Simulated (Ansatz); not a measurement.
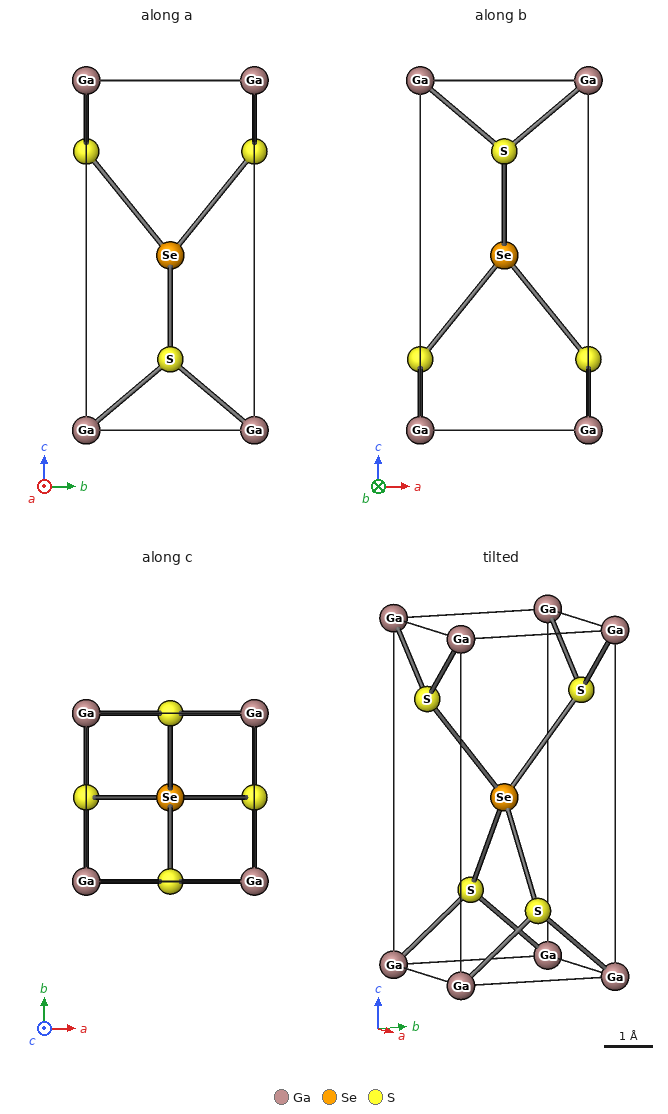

Drawn in the ball-and-stick manner and seen along the a axis, along the b axis, along the c axis and slightly off an axis. The conventional unit cell is drawn as a box.

Lattice parameters: a = 3.522 Å, b = 3.522 Å, c = 7.325 Å, α = 90.00°, β = 90.00°, γ = 90.00°.

Q: Turn the picture into a table of Wyckoff sites, with free fractional coordinates to two decimals.

A: Space group P-4m2 (No. 115).
| atom | site | x | y | z |
| --- | --- | --- | --- | --- |
| Ga | 1a | 0.00 | 0.00 | 0.00 |
| Se | 1c | 0.50 | 0.50 | 0.50 |
| S | 2g | 0.00 | 0.50 | 0.20 |

The cell started as a structure type filled with these elements by a generator (whether the compound takes this form wasn't checked). Relaxation method: DFT PBE, scalar-relativistic, plane waves, PAW in Ansatz.
